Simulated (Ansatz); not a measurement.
Scan of H3N (cation, charge +1), doublet: map of symmetric stretch and umbrella angle. Scanned: N-H bond length and angle between the N-H bonds and the threefold axis (90 = planar).

Cartesian coordinates as functions of the variables (Å; names that start with a are angles):
```
N  0  0  0
H  r*sin(a)*cos(0*2*pi/3+0)  r*sin(a)*sin(0*2*pi/3+0)  0+r*cos(a)
H  r*sin(a)*cos(1*2*pi/3+0)  r*sin(a)*sin(1*2*pi/3+0)  0+r*cos(a)
H  r*sin(a)*cos(2*2*pi/3+0)  r*sin(a)*sin(2*2*pi/3+0)  0+r*cos(a)
```

Computed with CCSD(T) on UHF/def2-SVP, frozen core run with Ansatz (an electronic-structure program).

Energy in kJ/mol above the lowest grid point; x is the N-H bond length (Å), y the angle between the N-H bonds and the threefold axis (90 = planar) (°).

```csv
y \ x,0.90,0.93,0.98,1.03,1.09,1.13,1.18,1.22,1.27
130,511.3,436.4,356.6,320.5,319.3,337.2,374.6,413.5,469.8
126.74,435.3,362.7,286.5,253.9,256.6,276.9,317.2,358.1,416.8
121.54,338.7,268.8,197.2,168.9,176.4,199.7,243.4,286.9,348.6
118.62,295.7,227.0,157.4,131.0,140.7,165.2,210.4,255.0,318.1
114.58,247.6,180.3,113.0,88.8,100.8,126.8,173.7,219.6,284.3
109.21,201.1,135.3,70.3,48.3,62.6,90.1,138.8,186.1,252.5
105.80,180.2,115.2,51.3,30.4,45.9,74.1,123.6,171.6,238.8
101.42,161.4,97.2,34.5,14.5,31.2,60.1,110.5,159.1,227.1
98.17,152.3,88.5,26.4,7.1,24.3,53.6,104.4,153.4,221.8
94.91,146.6,83.0,21.4,2.4,20.1,49.7,100.8,150.0,218.7
90,143.5,80.1,18.8,0.0,17.9,47.6,98.9,148.3,217.1
```

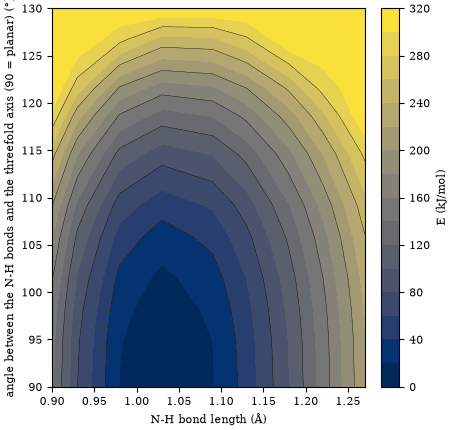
Figure: Energy surface, cut off at 318 kJ/mol.

Points that lie below all their neighbours on the grid: x = 1.03, y = 90 on the edge of the grid (0.0 kJ/mol).
